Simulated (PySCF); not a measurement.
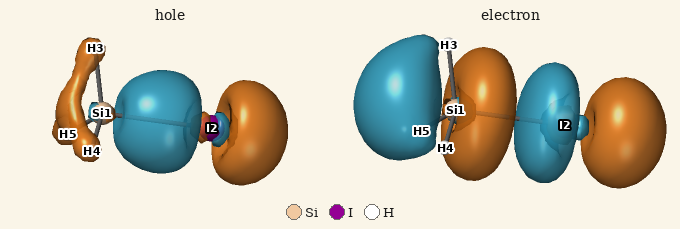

H$_{3}$ISi. Leading natural transition orbital pair of T₃ (TDA triplet states); the surfaces enclose about 70 % of each orbital's density.

PySCF calculation, M06-2X/def2-TZVP, gas phase; geometry: GFN2-xTB. Core potentials replace the inner electrons of I; spin–orbit coupling isn't included. No frequency check shows the geometry to be a minimum. GFN2-xTB bond lengths at metals and heavier atoms can be off by up to 0.1 Å and shapes distorted, which carries into these values. Without diffuse functions Rydberg states are missing, so the states' numbers hold for this basis only.

The calculation's input:

```python
import numpy as np
from pyscf import gto, scf, dft, tdscf
from pyscf.scf import atom_ks, atom_hf
from scipy.linalg import block_diag

def solve(mol, dm0=None, hcore=None):
    mf = (dft.UKS if mol.spin else dft.RKS)(mol, xc='m062x')
    mf.grids.level = 3
    mf = mf.density_fit(auxbasis='def2-universal-jkfit')
    mf.conv_tol, mf.max_cycle = 1e-8, 80
    if hcore is not None:
        mf.get_hcore = lambda *args: hcore
    mf.kernel(dm0)
    if not mf.converged:
        mf = mf.newton().run(mf.mo_coeff, mf.mo_occ, max_cycle=30)
    assert mf.converged, 'SCF not converged'
    return mf

mol = gto.M(atom='''
Si     1.84697     0.00009    -0.00006
I     -0.61507     0.00000     0.00001
H      2.24729     1.11109    -0.84536
H      2.24660    -1.28919    -0.53881
H      2.24736     0.17667     1.38478
''', basis='def2-tzvp', ecp={'I': 'def2-tzvp'}, charge=0, spin=0, verbose=4)
mf = solve(mol)
td = mf.TDA()
td.nstates, td.singlet, td.conv_tol = 6, False, 1e-5
td.kernel()
td.analyze()
x, y = np.array([p[0] for p in td.xy]), np.array([p[1] + 0 * p[0] for p in td.xy])
f, mu = np.zeros(len(td.e)), np.zeros((len(td.e), 3))
nto = [td.get_nto(state=i + 1, verbose=4) for i in range(len(td.e))]
# spherically averaged free atoms, for the promolecule
atom_ks.AtomSphAverageRKS.init_guess_by_vsap = lambda self, mol=None: self.init_guess_by_minao(mol)  # core potentials
atm = atom_ks.get_atm_nrks(mol, xc='m062x')
pro = block_diag(*[(atm[a[0]][2] * atm[a[0]][3]) @ atm[a[0]][2].T for a in mol._atom])
np.savez('result.npz', e=td.e, f=f, ok=td.converged, w=[n[0] for n in nto], nto=[n[1] for n in nto], x=x, y=y, c=mf.mo_coeff, occ=mf.mo_occ, eps=mf.mo_energy, pro=pro, mu=mu)
```

Run with:

```sh
OMP_NUM_THREADS=1 python input.py
```

The run took 3.9 min on 1 thread of Intel(R) Xeon(R) Platinum 8259CL CPU @ 2.50GHz (Skylake/Cascade Lake) (shared host), peak memory 0.67 GiB.

### Give its energy and the atoms that hole and electron lie on.

6.53 eV (190 nm), spin-forbidden from the singlet ground state, partly diffuse acceptor orbital, which a basis without diffuse functions describes poorly; the leading pair carries 95 %; hole on I2 (67 %) and Si1 (25 %), electron on Si1 (44 %) and I2 (42 %) (atom shares of so diffuse an orbital are rough); their centroids lie 0.7 Å apart. In canonical orbitals it is mainly HOMO−2 → LUMO (90 %). The HOMO–LUMO gap is 8.71 eV.
